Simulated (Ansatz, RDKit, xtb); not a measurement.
# Isomers of C6H5NOSi, a sample narrowed down, part 2 of 2

Which of a sample of isomers of C6H5NOSi is the most stable in the gas at 298.15 K, and what are its properties? The sample is small against all isomers, and the most stable one of this formula need not be in it.

xtb, Ansatz and PySCF; isolated molecules. The steps go on from the part before.

**10. c456a at MP2/def2-TZVPP**

Contents of input.yaml:

```yaml
crystal:
  periodic: [false, false, false]
  atoms:
    - {symbol: C, position_ang: [-0.478053, -0.814151, 2.373698]}
    - {symbol: C, position_ang: [2.214680, -0.791630, 0.871919]}
    - {symbol: C, position_ang: [2.862115, 0.398922, 0.711839]}
    - {symbol: C, position_ang: [2.020483, 1.596172, 0.515442]}
    - {symbol: C, position_ang: [0.662859, 1.410740, 0.513137]}
    - {symbol: C, position_ang: [-0.337489, 2.462654, 0.324934]}
    - {symbol: N, position_ang: [-0.993328, -1.062953, 3.398503]}
    - {symbol: O, position_ang: [-1.542607, 2.253899, 0.287740]}
    - {symbol: Si, position_ang: [0.364629, -0.435680, 0.760684]}
    - {symbol: H, position_ang: [-0.373296, -1.144445, -0.331111]}
    - {symbol: H, position_ang: [2.747420, -1.739469, 1.034467]}
    - {symbol: H, position_ang: [3.960740, 0.499144, 0.726445]}
    - {symbol: H, position_ang: [2.484973, 2.589027, 0.375509]}
    - {symbol: H, position_ang: [0.080844, 3.508874, 0.210577]}
basis:
  gaussian:
    orbitals: def2-TZVPP
correlation:
  method: mp2
  frozen_orbitals: {Si: 5, H: 0, O: 1, "N": 1, C: 1}
```

Launch:

```bash
$ ansatz run input.yaml --threads 2 --pin off --max-ram 5220MiB --events-out events.jsonl --progress --plain --runs-dir runs
```

Standard output:

```text
Warning: RAYON_NUM_THREADS=2 ignored (pool sized by the plan → 2); use --threads N
Functional definition: HF
  name "HF"
  exchange = exact_x
  correlation = 0
2208 factors; integrals over basis functions are off by at most 1.1e-3 eV
mean field evaluation 1: about -17638.1992 eV, gradient 5.1e1 eV
mean field evaluation 2: about -17638.7505 eV, gradient 5.2e1 eV
mean field evaluation 4: about -17645.6167 eV, gradient 7.8e0 eV
mean field evaluation 8: about -17645.8436 eV, gradient 8.4e-1 eV
mean field evaluation 16: about -17645.8477 eV, gradient 2.8e-6 eV
mean field -17645.84768891 eV, -648.4729417825 hartree, gradient 2.8e-6 eV, S^2 0.000000; 0 other end points of the search recorded, 0 dependent functions left out; unrestricted orbitals would lower it
13 core orbitals not correlated: weight in the atoms' cores, before any rotation towards them, 1.000 or more for the frozen orbitals, at most 0.000 for the correlated occupied ones
reference -17645.84768891 eV, -648.4729417825 hartree; 22, 22 occupied and 325, 325 virtual orbitals, 2208 factors
second order -39.50974131 eV of doubles, -0.00000000 eV of singles
Total energy: -17685.35743022 eV, -649.9248979948 hartree
```

It took 31 s on 2 threads of Arm Neoverse V1, shared host; peak memory 1.4 GiB.

**11. c178a at CCSD(T)/def2-SVP**

Contents of input.yaml:

```yaml
crystal:
  periodic: [false, false, false]
  atoms:
    - symbol: C
      position_ang: [0.256301, -1.753413, -1.213384]
    - symbol: C
      position_ang: [-0.221985, -0.652890, -0.465885]
    - symbol: C
      position_ang: [-1.486396, -0.564520, 0.076141]
    - symbol: C
      position_ang: [-1.793549, 0.657576, 0.818330]
    - symbol: C
      position_ang: [-0.800718, 1.602286, 0.908451]
    - symbol: C
      position_ang: [-0.925090, 2.882432, 1.608396]
    - symbol: N
      position_ang: [0.700263, -2.645602, -1.841392]
    - symbol: O
      position_ang: [-0.023127, 3.707746, 1.673486]
    - symbol: Si
      position_ang: [0.713010, 0.954717, -0.015894]
    - symbol: H
      position_ang: [-2.238143, -1.362889, -0.034265]
    - symbol: H
      position_ang: [-2.788685, 0.792761, 1.278298]
    - symbol: H
      position_ang: [-1.928305, 3.070570, 2.098551]
    - symbol: H
      position_ang: [1.907787, 0.686208, 0.848083]
    - symbol: H
      position_ang: [1.089940, 1.744366, -1.232623]
basis:
  gaussian: {orbitals: def2-SVP}
correlation: {method: ccsd_t, frozen_orbitals: {Si: 5, H: 0, O: 1, "N": 1, C: 1}}
```

Launch:

```bash
$ ansatz run input.yaml --threads 2 --pin off --max-ram 5220MiB --events-out events.jsonl --progress --plain --runs-dir runs
```

Standard output, cut to the lines that bear on the results:

```text
Warning: RAYON_NUM_THREADS=2 ignored (pool sized by the plan → 2); use --threads N
[... 2 set-up lines as earlier in the session ...]
[...]
1571 factors; integrals over basis functions are off by at most 1.4e-3 eV
[...]
mean field -17631.50096507 eV, -647.9457094059 hartree, gradient 2.5e-6 eV, S^2 0.000000; 0 other end points of the search recorded, 0 dependent functions left out; unrestricted orbitals would lower it
13 core orbitals not correlated: weight in the atoms' cores, before any rotation towards them, 1.000 or more for the frozen orbitals, at most 0.000 for the correlated occupied ones
reference -17631.50096507 eV, -647.9457094059 hartree; 22, 22 occupied and 120, 120 virtual orbitals, 1571 factors
second order -32.51034289 eV of doubles, -0.00000000 eV of singles
cycle   1  -32.32234049 eV  change    1.9e-1 eV  update   1.7e-1
[...]
cycle  12  -33.72385045 eV  change   -1.7e-5 eV  update   1.1e-5
perturbative correction -1.51617521 eV, -0.0557184113 hartree
Total energy: -17666.74099073 eV, -649.2407564624 hartree
```

Wall time 1.7 min (2 threads of Arm Neoverse V1, shared host); peak memory 1.5 GiB.

For c456a, c178a, c888a, c654a, c410a, c460a the log finds that unrestricted Hartree-Fock orbitals lie lower, a sign to watch the closed-shell reference there.

**12. The ranking**

Energies in kcal/mol from c456a; G adds the thermal terms to the CCSD(T)/def2-SVP + MP2/def2-TZVPP - MP2/def2-SVP energy. The columns left of the relaxed level are at the tight-binding geometries.

```
label                  SMILES     spin  GFN2-xTB  HF/STO-3G  r2SCAN-D4/def2-SVP  PBE-D3(BJ)/def2-SVP  HF/def2-SVP  MP2/def2-SVP  CCSD(T)/def2-SVP + MP2/def2-TZVPP - MP2/def2-SVP    G  share at equilibrium     T1
c456a   N#C[Si@@H]1C=CC=C1C=O  singlet       0.0        0.0                 0.0                  0.0          0.0           0.0                                               0.0  0.0               100.0 %  0.016
c178a  N#CC1=CC=C(C=O)[SiH2]1  singlet     -17.3       10.1                 2.8                  1.6          8.0           4.7                                               8.4  7.3               < 0.1 %  0.016
c654a  N#CC1=CC(C=O)=C[SiH2]1  singlet     -13.0        9.2                 5.2                  4.0          8.0           6.3                                               8.9  7.8               < 0.1 %  0.017
c888a  N#CC1=C(C=O)C=C[SiH2]1  singlet     -13.8       10.2                 5.3                  4.0         10.6           6.3                                               9.7  8.8               < 0.1 %  0.015
c410a  N#CC1=C[SiH2]C(C=O)=C1  singlet     -13.0       11.1                 6.7                  5.6          9.5           7.4                                              10.1  9.0               < 0.1 %  0.017
c460a  N#CC1=C(C=O)[SiH2]C=C1  singlet     -13.1       12.0                 7.1                  5.8         12.2           7.4                                              11.0  9.9               < 0.1 %  0.016
```

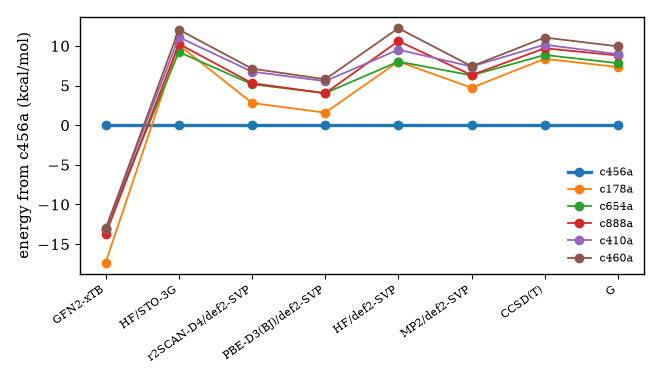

The finalists at each level, measured from c456a.

Lowest found: c456a, `N#C[Si@@H]1C=CC=C1C=O`, a singlet. Bond lengths: C2–C3 1.365 Å, C3–C4 1.477 Å, C4–C5 1.370 Å, C5–C6 1.464 Å, C1–N7 1.174 Å, C6–O8 1.224 Å, C1–Si9 1.859 Å, C2–Si9 1.887 Å, C5–Si9 1.887 Å, Si9–H10 1.496 Å, C2–H11 1.099 Å, C3–H12 1.103 Å, C4–H13 1.105 Å, C6–H14 1.133 Å. Some angles: C2–C3–C4 116.9°, C3–C2–Si9 107.1°, C3–C4–C5 117.1°, C4–C5–C6 125.5°, C4–C5–Si9 106.8°, C6–C5–Si9 127.7°, C5–C6–O8 123.7°, N7–C1–Si9 179.0°, C1–Si9–C2 110.8°, C1–Si9–C5 112.6°.

```xyz
14

C    -0.4781   -0.8142    2.3737
C     2.2147   -0.7916    0.8719
C     2.8621    0.3989    0.7118
C     2.0205    1.5962    0.5154
C     0.6629    1.4107    0.5131
C    -0.3375    2.4627    0.3249
N    -0.9933   -1.0630    3.3985
O    -1.5426    2.2539    0.2877
Si    0.3646   -0.4357    0.7607
H    -0.3733   -1.1444   -0.3311
H     2.7474   -1.7395    1.0345
H     3.9607    0.4991    0.7264
H     2.4850    2.5890    0.3755
H     0.0808    3.5089    0.2106
```

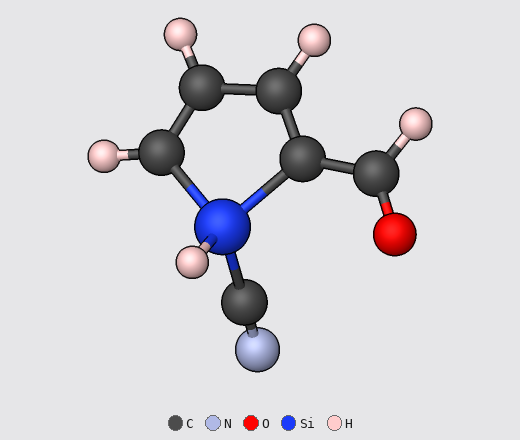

The lowest structure found, seen from a chosen angle (carbon dark grey, nitrogen light blue, oxygen red, silicon blue, hydrogen pink).

**13. Results**

The summary covers parts 1 to 2.

| quantity | value |
| --- | --- |
| lowest structure found | N#C[Si@@H]1C=CC=C1C=O, singlet |
| next finalist | N#CC1=CC=C(C=O)[SiH2]1, singlet, 7.3 kcal/mol higher in G |
| share at equilibrium, among the finalists | 100.0 % |
| funnel | 18 starts, 17 minima at GFN2-xTB from these starts (19 with those found later), 18 screening runs, 6 relaxed, 6 ranked |
| CPU time of all runs | 35 min |

**Reading.** `N#C[Si@@H]1C=CC=C1C=O` comes out lowest. The margin of 7.3 kcal/mol over the next finalist is beyond the usual error of the last level; it says nothing of structures that weren't ranked. HF/STO-3G, r2SCAN-D4/def2-SVP, PBE-D3(BJ)/def2-SVP, HF/def2-SVP and MP2/def2-SVP already put its bonding pattern lowest among the structures in one piece; GFN2-xTB favours the singlet N#CC1=CC=C(C=O)[SiH2]1. The largest share of the time went into the final energies (76 % of the CPU time that the search's summary counts). The search is not exhaustive (a finite list of starts, one conformer a finalist), so a lower isomer can't be ruled out. Only 10 drawn patterns were tried, so whole families of isomers are missing, and the result ranks this sample alone.
